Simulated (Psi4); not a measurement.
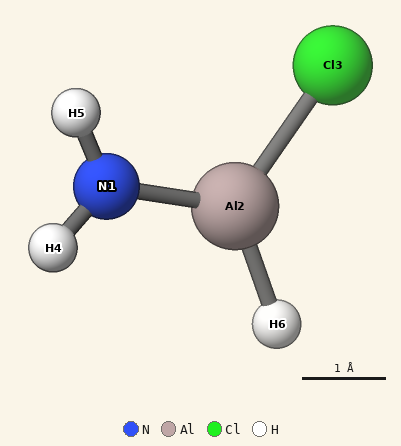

**Figure 1.** The structure as given in the input (ball-and-stick view, seen at a tilt; atoms are numbered from 1 in the order of the input). Sticks mark near contacts.

## Run report: AlNH₃Cl, excited-state calculation

The run: excited-state calculation of AlNH₃Cl. Method and program: TDA (BHLYP)/6-311G*, UKS (Psi4 1.11).

The geometry comes from this level: PBE0-D4/def2-TZVP.

**Input file (calc.in)**
```python
memory 1600 mb

molecule {
  0 1
  N     -0.631100     0.250900    -0.718800
  Al     0.477600    -0.073800     0.603600
  Cl     1.413500    -1.951500     0.645600
  H     -1.134300     1.115000    -0.838800
  H     -0.852600    -0.395100    -1.458900
  H      0.769000     0.990400     1.721000
  symmetry c1
  no_reorient
  no_com
}

set globals {
  basis 6-311G*
  reference uks
  scf_type cd
  save_jk true
}

from psi4.driver.procrouting.response.scf_response import tdscf_excitations
e_tot, wfn = energy('bhhlyp', return_wfn=True)
states = tdscf_excitations(wfn, states=4, tda=True)
print_variables()
```

Run on 1 thread of Intel Xeon (Granite Rapids), 192 GiB of memory available, shared host.

Command:
```bash
psi4 -i calc.in -o calc.out -n 1
```

**What the program printed**
```
Psi4 1.11 release

   => Loading Basis Set <=

    Name: 6-311G*
    Role: ORBITAL
    Keyword: BASIS

         ---------------------------------------------------------
                                   SCF
                              UKS Reference
                        1 Threads,   1525 MiB Core
         ---------------------------------------------------------

  ==> Geometry <==

    Molecular point group: c1
    Full point group: C1

    Geometry (in Angstrom), charge = 0, multiplicity = 1:

       Center              X                  Y                   Z               Mass
    ------------   -----------------  -----------------  -----------------  -----------------
         N           -0.631100000000     0.250900000000    -0.718800000000    14.003074004430
         AL           0.477600000000    -0.073800000000     0.603600000000    26.981538530000
         CL           1.413500000000    -1.951500000000     0.645600000000    34.968852682000
         H           -1.134300000000     1.115000000000    -0.838800000000     1.007825032230
         H           -0.852600000000    -0.395100000000    -1.458900000000     1.007825032230
         H            0.769000000000     0.990400000000     1.721000000000     1.007825032230

  Running in c1 symmetry.

  Rotational constants: A =      0.76478  B =      0.07135  C =      0.06526 [cm^-1]
  Rotational constants: A =  22927.39367  B =   2139.04774  C =   1956.53388 [MHz]
  Nuclear repulsion =  128.961912815538909

  Charge       = 0
  Multiplicity = 1
  Electrons    = 40
  Nalpha       = 20
  Nbeta        = 20

  ==> Algorithm <==

  SCF Algorithm Type is CD.
  DIIS enabled.
  MOM disabled.
  Fractional occupation disabled.
  Guess Type is SAD.
  Energy threshold   = 1.00e-06
  Density threshold  = 1.00e-06
  Integral threshold = 1.00e-12

  ==> Primary Basis <==

  Basis Set: 6-311G*
    Blend: 6-311G*
    Number of shells: 41
    Number of basis functions: 79
    Number of Cartesian functions: 82
    Spherical Harmonics?: true
    Max angular momentum: 2

  ==> DFT Potential <==

   => LibXC <=

    Version 7.1.2

   => Composite Functional: BHANDHLYP <=

    BHandHLYP Hyb-GGA Exchange-Correlation Functional

    Defined through Gaussian implementation.

    Deriv               =              1
    GGA                 =           TRUE
    Meta                =          FALSE

    Exchange Hybrid     =           TRUE
    MP2 Hybrid          =          FALSE

   => Exchange Functionals <=

    0.5000         Becke 88

   => Exact (HF) Exchange <=

    0.5000               HF

   => Correlation Functionals <=

    1.0000   Lee, Yang & Parr

   => LibXC Density Thresholds  <==

    XC_HYB_GGA_XC_BHANDHLYP:  1.00E-15

   => Molecular Quadrature <=

    Radial Scheme          =       TREUTLER
    Pruning Scheme         =           NONE
    Nuclear Scheme         =       TREUTLER

    Blocking Scheme        =         OCTREE
    BS radius alpha        =              1
    Pruning alpha          =              1
    Radial Points          =             75
    Spherical Points       =            302
    Total Points           =         130949
    Total Blocks           =           1038
    Max Points             =            256
    Max Functions          =             76
    Weights Tolerance      =       1.00E-15

  ==> Integral Setup <==

  ==> CDJK: Cholesky-decomposed J/K Matrices <==

    J tasked:                     Yes
    K tasked:                     Yes
    wK tasked:                     No
    Integrals threads:              1
    Memory [MiB]:                 930
    Algorithm:                   Core
    Integral Cache:              NONE
    Schwarz Cutoff:             1E-12
    Cholesky tolerance:      1.00E-04
    No. Cholesky vectors:         349

  Cached 100.0% of DFT collocation blocks in 0.209 [GiB].

  Minimum eigenvalue in the overlap matrix is 1.9152021740E-02.
  Reciprocal condition number of the overlap matrix is 3.5738165449E-03.
    Using symmetric orthogonalization.

  ==> Pre-Iterations <==

  SCF Guess: Superposition of Atomic Densities via on-the-fly atomic UHF (no occupation information).

   -------------------------
    Irrep   Nso     Nmo
   -------------------------
     A         79      79
   -------------------------
    Total      79      79
   -------------------------

  ==> Iterations <==

                        Total Energy        Delta E     RMS |[F,P]|

   @UKS iter SAD:  -758.60748264170877   -7.58607e+02   0.00000e+00
   @UKS iter   1:  -759.04745597160536   -4.39973e-01   9.72607e-03 ADIIS/DIIS
   @UKS iter   2:  -758.93754814454076    1.09908e-01   1.07894e-02 ADIIS/DIIS
   @UKS iter   3:  -759.28085648681258   -3.43308e-01   1.10961e-03 ADIIS/DIIS
   @UKS iter   4:  -759.28408981465748   -3.23333e-03   2.66893e-04 ADIIS/DIIS
   @UKS iter   5:  -759.28426456943464   -1.74755e-04   5.13550e-05 DIIS
   @UKS iter   6:  -759.28427200769420   -7.43826e-06   1.31636e-05 DIIS
   @UKS iter   7:  -759.28427260414639   -5.96452e-07   1.87880e-06 DIIS
   @UKS iter   8:  -759.28427262619414   -2.20477e-08   5.92079e-07 DIIS
  Energy and wave function converged.

  ==> Post-Iterations <==

   Electrons on quadrature grid:
      Nalpha   =   20.0000001952 ; deviation = 1.952e-07
      Nbeta    =   20.0000001952 ; deviation = 1.952e-07
      Ntotal   =   40.0000003904 ; deviation = 3.904e-07

   @Spin Contamination Metric:   1.421085472E-14
   @S^2 Expected:                0.000000000E+00
   @S^2 Observed:                1.421085472E-14
   @S   Expected:                0.000000000E+00
   @S   Observed:                0.000000000E+00

    Orbital Energies [Eh]
    ---------------------

    Alpha Occupied:

       1A   -102.790411     2A    -56.982971     3A    -14.771542
       4A     -9.867529     5A     -7.517722     6A     -7.514906
       7A     -7.514471     8A     -4.442622     9A     -2.909279
      10A     -2.906607    11A     -2.904335    12A     -0.954897
      13A     -0.916017    14A     -0.562835    15A     -0.525327
      16A     -0.446279    17A     -0.403413    18A     -0.390767
      19A     -0.373253    20A     -0.332642

    Alpha Virtual:

      21A      0.009408    22A      0.032924    23A      0.048264
      24A      0.086282    25A      0.123078    26A      0.125304
      27A      0.148293    28A      0.177621    29A      0.208195
      30A      0.247326    31A      0.292668    32A      0.364985
      33A      0.379287    34A      0.423174    35A      0.467123
      36A      0.502882    37A      0.551994    38A      0.561108
      39A      0.618174    40A      0.704619    41A      0.714308
      42A      0.722930    43A      0.726112    44A      0.750258
      45A      0.819338    46A      0.869850    47A      0.893039
      48A      0.953886    49A      0.977447    50A      0.989335
      51A      1.060768    52A      1.100296    53A      1.184193
      54A      1.356207    55A      2.018208    56A      2.032742
      57A      2.032841    58A      2.180191    59A      2.264965
      60A      2.287086    61A      2.417550    62A      2.557560
      63A      2.587098    64A      2.665184    65A      2.989923
      66A      3.847365    67A      4.124389    68A      4.275930
      69A      4.398451    70A      8.144073    71A      8.248164
      72A      8.417839    73A      9.811716    74A     25.771420
      75A     25.849162    76A     26.197672    77A     35.801021
      78A    121.100589    79A    216.821864

    Beta Occupied:

       1A   -102.790411     2A    -56.982971     3A    -14.771542
       4A     -9.867529     5A     -7.517722     6A     -7.514906
       7A     -7.514471     8A     -4.442622     9A     -2.909279
      10A     -2.906607    11A     -2.904335    12A     -0.954897
      13A     -0.916017    14A     -0.562835    15A     -0.525327
      16A     -0.446279    17A     -0.403413    18A     -0.390767
      19A     -0.373253    20A     -0.332642

    Beta Virtual:

      21A      0.009408    22A      0.032924    23A      0.048264
      24A      0.086282    25A      0.123078    26A      0.125304
      27A      0.148293    28A      0.177621    29A      0.208195
      30A      0.247326    31A      0.292668    32A      0.364985
      33A      0.379287    34A      0.423174    35A      0.467123
      36A      0.502882    37A      0.551994    38A      0.561108
      39A      0.618174    40A      0.704619    41A      0.714308
      42A      0.722930    43A      0.726112    44A      0.750258
      45A      0.819338    46A      0.869850    47A      0.893039
      48A      0.953886    49A      0.977447    50A      0.989335
      51A      1.060768    52A      1.100296    53A      1.184193
      54A      1.356207    55A      2.018208    56A      2.032742
      57A      2.032841    58A      2.180191    59A      2.264965
      60A      2.287086    61A      2.417550    62A      2.557560
      63A      2.587098    64A      2.665184    65A      2.989923
      66A      3.847365    67A      4.124389    68A      4.275930
      69A      4.398451    70A      8.144073    71A      8.248164
      72A      8.417839    73A      9.811716    74A     25.771420
      75A     25.849162    76A     26.197672    77A     35.801021
      78A    121.100589    79A    216.821864

    Final Occupation by Irrep:
              A
    DOCC [    20 ]
    SOCC [     0 ]
    NA   [    20 ]
    NB   [    20 ]

  @UKS Final Energy:  -759.28427262619414

   => Energetics <=

    Nuclear Repulsion Energy =            128.9619128155389092
    One-Electron Energy =               -1306.1929602163932032
    Two-Electron Energy =                 446.2349391999439945
    DFT Exchange-Correlation Energy =     -28.2881644252837710
    Empirical Dispersion Energy =           0.0000000000000000
    VV10 Nonlocal Energy =                  0.0000000000000000
    Total Energy =                       -759.2842726261941380

  UHF NO Occupations:
  HONO-2 :   18  A 2.0000000
  HONO-1 :   19  A 2.0000000
  HONO-0 :   20  A 2.0000000
  LUNO+0 :   21  A 0.0000000
  LUNO+1 :   22  A 0.0000000
  LUNO+2 :   23  A 0.0000000
  LUNO+3 :   24  A 0.0000000

Computation Completed

Properties will be evaluated at   0.000000,   0.000000,   0.000000 [a0]

Properties computed using the SCF density matrix

 Multipole Moments:

 ------------------------------------------------------------------------------------
     Multipole            Electronic (a.u.)      Nuclear  (a.u.)        Total (a.u.)
 ------------------------------------------------------------------------------------

 L = 1.  Multiply by 2.5417464519 to convert [e a0] to [Debye]
 Dipole X            :        -47.1397740           46.4923649           -0.6474090
 Dipole Y            :         58.6647852          -57.9546877            0.7100974
 Dipole Z            :        -25.3935503           24.9702741           -0.4232762
 Magnitude           :                                                    1.0500188

 ------------------------------------------------------------------------------------

	total time  =          4 seconds =       0.07 minutes

******************************************************************************************
**********                               WARNING                                **********
**********       The names of excited state variables changed between 1.5       **********
**********     and 1.6. For a quick solution, remove the symmetry specifier     **********
**********   from the variable name. For full details, see 'Notes on Psivars'   **********
**********                        in the documentation.                         **********
******************************************************************************************

         ---------------------------------------------------------
                         TDSCF excitation energies
         ---------------------------------------------------------

  ==> Options <==

     Residual threshold  : 1.0000e-04
     Initial guess       : denominators
     Reference           : UHF
     Solver type         : TDA (Davidson)

  ==> Requested Excitations <==

      4 singlet states with A symmetry

  ==> Seeking the lowest 4 singlet states with A symmetry

                         Generalized Davidson Solver

  ==> Options <==

    Max number of iterations        = 60
    Eigenvector tolerance           = 1.0000e-04
    Max number of expansion vectors = 800

  => Iterations <=
                           Max[D[value]]     Max[|R|]   # vectors
  DavidsonSolver iter   1:   2.73154e-01  6.36798e-02     16
  DavidsonSolver iter   2:   1.06279e-02  1.47402e-02     20
  DavidsonSolver iter   3:   3.67953e-04  4.56526e-03     24
  DavidsonSolver iter   4:   4.17289e-05  1.84793e-03     28
  DavidsonSolver iter   5:   4.39357e-06  5.04442e-04     32
  DavidsonSolver iter   6:   1.83668e-07  1.59343e-04     36
  DavidsonSolver iter   7:   2.34901e-08  8.16818e-05     37      Converged

******************************************************************************************
**********                               WARNING                                **********
**********  Length-gauge rotatory strengths are **NOT** gauge-origin invariant  **********
******************************************************************************************

                                    Excitation Energy         Total Energy        Oscillator Strength             Rotatory Strength
     #   Sym: GS->ES (Trans)        au              eV              au          au (length)    au (velocity)    au (length)    au (velocity)
    ---- -------------------- --------------- --------------- --------------- --------------- --------------- --------------- ---------------
     1        A->A (1 A)       0.20939         5.69785        -759.07488       0.0000          0.0000          0.0000         -0.0000
     2        A->A (1 A)       0.22715         6.18098        -759.05713       0.0000          0.0000          0.0000          0.0000
     3        A->A (1 A)       0.25019         6.80801        -759.03408       0.0565          0.0873         -0.0000          0.0000
     4        A->A (1 A)       0.26374         7.17668        -759.02053       0.0000          0.0000         -0.0000         -0.0000

Contributing excitations
Only contributions with abs(coeff) > 1.00e-01 will be printed:

Excited State    1 (1 A):   0.20939 au   217.60 nm f = 0.0000
Alpha orbitals:
  Sums of squares: Xssq =  5.000000e-01
     20a (a) ->  21a (a)   -0.690058 (47.618%)
     20a (a) ->  25a (a)   -0.116585 ( 1.359%)
Beta orbitals:
  Sums of squares: Xssq =  5.000000e-01
     20a (b) ->  21a (b)    0.690058 (47.618%)
     20a (b) ->  25a (b)    0.116585 ( 1.359%)

Excited State    2 (1 A):   0.22715 au   200.59 nm f = 0.0000
Alpha orbitals:
  Sums of squares: Xssq =  5.000000e-01
     20a (a) ->  22a (a)   -0.654230 (42.802%)
     20a (a) ->  23a (a)   -0.202764 ( 4.111%)
Beta orbitals:
  Sums of squares: Xssq =  5.000000e-01
     20a (b) ->  22a (b)    0.654230 (42.802%)
     20a (b) ->  23a (b)    0.202764 ( 4.111%)

Excited State    3 (1 A):   0.25019 au   182.12 nm f = 0.0565
Alpha orbitals:
  Sums of squares: Xssq =  5.000000e-01
     20a (a) ->  22a (a)    0.668763 (44.724%)
     20a (a) ->  23a (a)    0.170768 ( 2.916%)
Beta orbitals:
  Sums of squares: Xssq =  5.000000e-01
     20a (b) ->  22a (b)    0.668763 (44.724%)
     20a (b) ->  23a (b)    0.170768 ( 2.916%)

Excited State    4 (1 A):   0.26374 au   172.76 nm f = 0.0000
Alpha orbitals:
  Sums of squares: Xssq =  5.000000e-01
     17a (a) ->  21a (a)    0.284367 ( 8.086%)
     19a (a) ->  21a (a)    0.622990 (38.812%)
     19a (a) ->  25a (a)    0.120411 ( 1.450%)
Beta orbitals:
  Sums of squares: Xssq =  5.000000e-01
     17a (b) ->  21a (b)   -0.284367 ( 8.086%)
     19a (b) ->  21a (b)   -0.622990 (38.812%)
     19a (b) ->  25a (b)   -0.120411 ( 1.450%)

******************************************************************************************
**********                               WARNING                                **********
**********       The names of excited state variables changed between 1.5       **********
**********     and 1.6. For a quick solution, remove the symmetry specifier     **********
**********   from the variable name. For full details, see 'Notes on Psivars'   **********
**********                        in the documentation.                         **********
******************************************************************************************

  Variable Map:
  ----------------------------------------------------------------------------
  "CURRENT ENERGY"              =>    -759.284272626194
  "CURRENT REFERENCE ENERGY"    =>    -759.284272626194
  "DD SOLVATION ENERGY"         =>       0.000000000000
  "DFT FUNCTIONAL TOTAL ENERGY" =>    -759.284272626194
  "DFT TOTAL ENERGY"            =>    -759.284272626194
  "DFT VV10 ENERGY"             =>       0.000000000000
  "DFT XC ENERGY"               =>     -28.288164425284
  "GRID ELECTRONS ALPHA"        =>      20.000000195222
  "GRID ELECTRONS BETA"         =>      20.000000195222
  "GRID ELECTRONS TOTAL"        =>      40.000000390444
  "NUCLEAR REPULSION ENERGY"    =>     128.961912815539
  "ONE-ELECTRON ENERGY"         =>   -1306.192960216393
  "PCM POLARIZATION ENERGY"     =>       0.000000000000
  "PE ENERGY"                   =>       0.000000000000
  "SCF ITERATION ENERGY"        =>    -759.284272626194
  "SCF ITERATIONS"              =>       8.000000000000
  "SCF TOTAL ENERGY"            =>    -759.284272626194
  "TWO-ELECTRON ENERGY"         =>     446.234939199944
  "XC GRID RADIAL POINTS"       =>      75.000000000000
  "XC GRID SPHERICAL POINTS"    =>     302.000000000000
  "XC GRID TOTAL POINTS"        =>  130949.000000000000

  Array Variable Map:
  ----------------------------------------------------------------------------
  "CURRENT DIPOLE"              =>      -0.647409040631 ... -0.423276153433 1 by 3
  "SCF DIPOLE"                  =>      -0.647409040631 ... -0.423276153433 1 by 3
  "SCF TOTAL ENERGIES"          =>    -758.607482641709 ... -759.284272626194 1 by 9

    Psi4 run time: 0:00:11.94
```

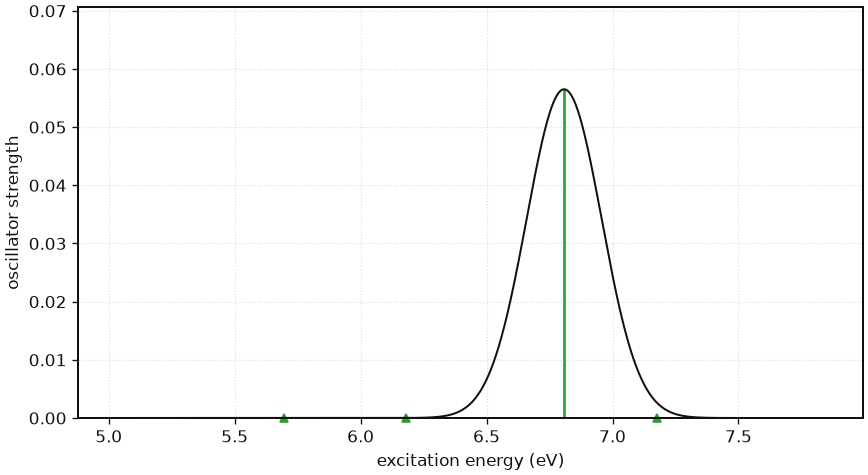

**Figure 2.** Computed excitations as sticks (degenerate states added up, dark ones marked on the axis), with a Gaussian envelope of 0.35 eV full width at half maximum, scaled to the tallest. Of the 4 states the lowest lies at 5.70 eV (f = 0.000); the strongest line is at 6.81 eV, or 182 nm (f = 0.057).

**Key numbers**

| quantity | value |
| --- | --- |
| outcome | converged |
| total energy | −759.284273 hartree |
| basis functions | 79 |
| HOMO | −9.05 eV |
| LUMO | 0.26 eV |
| dipole moment | 2.67 D |
| lowest excitation | 5.70 eV |
| wall time | 13 s |
| peak memory | 0.44 GiB |
